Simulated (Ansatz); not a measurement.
**Convergence study of the k-point mesh for SrC2 (P1, 6 atoms in the cell)**

```
CELL_PARAMETERS angstrom
      3.54678    -2.22691     0.00000
      3.54678     2.22691     0.00000
     -2.39740     0.00000     7.45146
ATOMIC_POSITIONS crystal
  Sr 0.18110 0.82344 0.75671
  Sr 0.82117 0.17883 0.25000
  C  0.42227 0.12839 0.55761
  C  0.57773 0.87161 0.44239
  C  0.87161 0.57773 0.94239
  C  0.12839 0.42227 0.05761
```

Level of theory: LDA (PW92), default PAW files made with PBE (plane waves; Ansatz, a first-principles code).

Base settings: basis.ecutwfc = 420 eV; kpoints.mp_grid.grid = 7 7 4; hamiltonian.xc = lda; hamiltonian.pseudopotentials = {kind: paw} (the program's default PAW files); scf.occupations.method = fermi_dirac; scf.occupations.width = 0.01 eV.

Only quantities that move along the ladder and can be compared are tabulated.

The count of work is k-points × plane waves × bands × iterations; it is no time. Core times come from one kind of shared machine, to one figure; runs under 30 s give none.

The starting cell comes from a database of computed structures (which also holds hypothetical and non-ambient phases and stackings), without a prior relaxation at this level. Its lattice was rescaled by up to half a per cent. One atom was moved a little off its site on purpose. In the base run, with a pressure of about -5 GPa the cell is away from its equilibrium volume at this level. Ansatz's pressure includes its estimate of the finite-basis (Pulay) stress.

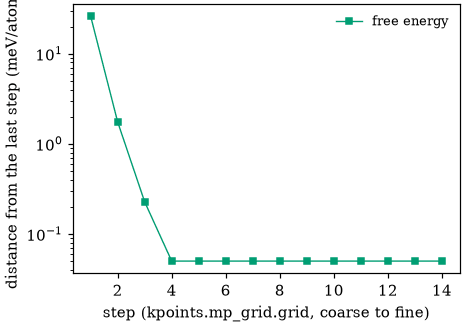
*Distance from the last step along the ladder; very small values are drawn at a floor.*

```tsv
kpoints.mp_grid.grid	free energy less the last step's (meV/atom)	pressure (GPa)	largest difference of a force vector from the last step's (eV/Å)	gap on the mesh (eV)	count of work / last	core time / last (rough)
2 2 1	26.11	-4.17	0.201	2.068	0.0022	–
3 3 2	1.75	-4.58	0.024	2.674	0.0055	–
4 4 2	0.23	-4.61	0.004	2.099	0.011	–
5 5 3	0.04	-4.61	0.001	2.318	0.021	–
6 6 3	0.01	-4.61	0.000	2.094	0.031	–
7 7 4	0.00	-4.61	0.000	2.204	0.055	–
8 8 4	0.00	-4.61	0.000	2.092	0.073	0.07
9 9 5	0.01	-4.61	0.000	2.159	0.11	0.1
10 10 5	0.00	-4.61	0.000	2.085	0.14	0.1
12 12 6	0.00	-4.61	0.000	2.083	0.24	0.2
13 13 7	0.00	-4.61	0.000	2.120	0.33	0.3
14 14 7	0.00	-4.61	0.000	2.083	0.38	0.4
16 16 8	0.00	-4.61	0.000	2.084	0.57	0.6
17 17 9	0.00	-4.61	0.000	2.104	0.72	0.7
19 19 10	0.00	-4.61	0.000	2.099	1.0	1
```

Coarsest kpoints.mp_grid.grid that holds the pressure within 0.2 GPa of the last step, with all finer ones: 3 3 2, at 0.0055 of the last step's count of work; the step before is off by 0.45 GPa.

Coarsest kpoints.mp_grid.grid that holds the forces within 0.01 eV/Å of the last step, with all finer ones: 4 4 2, at 0.011 of the last step's count of work; the step before is off by 0.024 eV/Å.

The gap on the mesh jumps up and down from mesh to mesh; it is no smooth measure of convergence.

Keys are those of Ansatz 0.2.
